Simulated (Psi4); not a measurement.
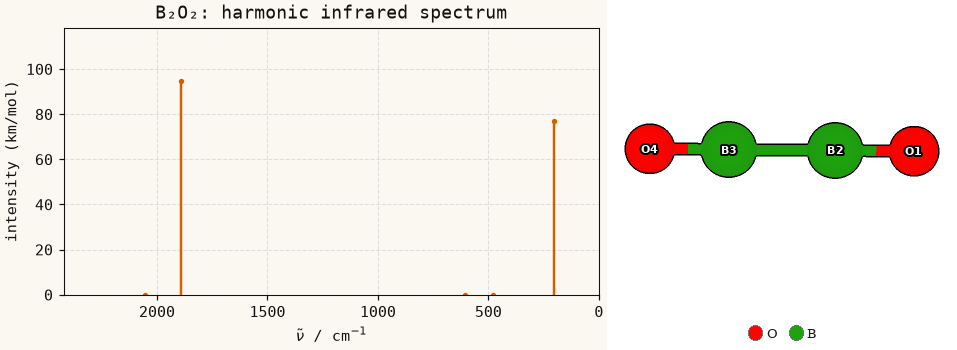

Infrared spectrum of B₂O₂ (diboron dioxide), SMILES O=BB=O. Unscaled harmonic wavenumbers and double-harmonic intensities, PBE/6-31G(d) (dispersion D3(BJ)) with Psi4, at a geometry relaxed at this level, isolated molecule. Modes within 2 cm⁻¹ of each other count as one line, with their intensities summed.

**Which is the highest mode?**

2054.3 cm⁻¹ (0.0 km/mol), a very weak line.

**Which lines are the most intense?**

1890.4 cm⁻¹ (94.6 km/mol) and 200.9 cm⁻¹ (76.8 km/mol).

Note: double-zeta basis; one conformer of a flexible molecule.
